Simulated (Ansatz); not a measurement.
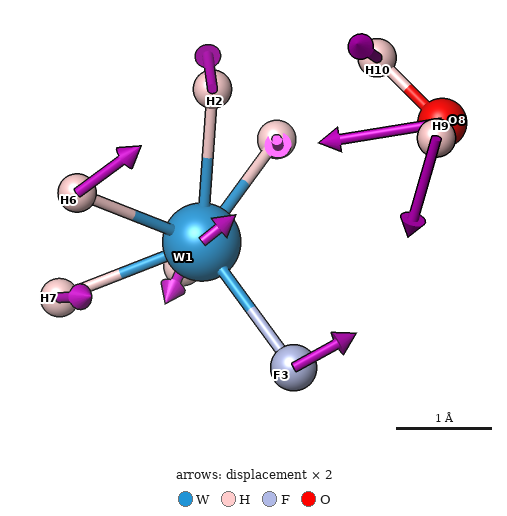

A relaxation of WH$_{7}$OF. The starting structure is drawn; purple arrows show the displacements, 2 times their true length. The two geometries are superimposed by the best rigid fit.

The picture is a ball-and-stick view, seen from a free direction.

The run prepares an end point of a later path (reaction) calculation, from a guessed geometry.

These are results of RKS CAM-B3LYP/def2-SVP (Ansatz 0.2.0), not measurements. Settings: no spin polarisation; force threshold 0.03 eV/Å; at most 50 steps.

Q: What did the optimiser do to the structure, and how much energy did it gain?

A: After 15 geometry steps the energy has fallen by 7.73 kcal/mol. Largest force component: 0.77 eV/Å at the start, 0.026 eV/Å at the end. The atom that moves furthest after the best rigid fit is the O atom (0.67 Å). By element the largest moves are O 0.67 Å, H 0.64 Å, F 0.39 Å, W 0.24 Å. Among the contacts that change: O–W 3.130 → 2.385 Å, H–W 3.548 → 2.947 Å, H–W 2.923 → 2.998 Å, F–W 1.828 → 1.863 Å. New bonds form, among them: O–W (3.13 → 2.38 Å). Bond angles that change, for instance: H–W–F 119.9° → 134.7°, H–W–H 118.9° → 112.3°, F–W–H 112.7° → 106.3°.
